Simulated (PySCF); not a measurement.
SMILES c1csc(C=Cc2cscc2)c1 at its GFN2-xTB optimised geometry (Å):

```
20

C      0.2599     1.0975     0.0000
C     -0.1612    -0.1793    -0.0001
C      0.6981    -1.3239    -0.0001
C      2.0684    -1.4115    -0.0002
C      2.5415    -2.7356    -0.0002
C      1.5392    -3.6546    -0.0002
S     -0.0099    -2.9172    -0.0003
C     -0.5963     2.2550     0.0000
C     -2.0240     2.2550     0.0000
C     -2.5520     3.4991     0.0000
S     -1.3398     4.7238     0.0003
C     -0.1062     3.5359     0.0000
H      1.3201     1.3105     0.0000
H     -1.2194    -0.3999    -0.0001
H      2.7163    -0.5541    -0.0001
H      3.5850    -2.9965    -0.0002
H      1.6141    -4.7238    -0.0003
H     -2.6228     1.3630     0.0000
H     -3.5850     3.7854     0.0000
H      0.9210     3.8433     0.0000
```

Calculation: CAM-B3LYP/def2-SVP in PySCF. Cells within 0.4 Å of a nucleus heavier than hydrogen are left out (blank, or x).

Map of the Laplacian of the electron density (e/bohr⁵), clipped to [-1.50, 1.50] on the plane z = 0.0 Å:

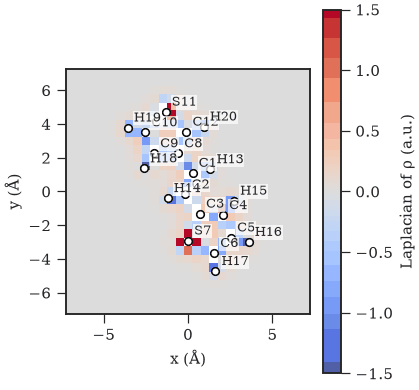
Figure: Laplacian of the electron density (e/bohr⁵), clipped to [-1.50, 1.50] on the plane z = 0.0 Å.
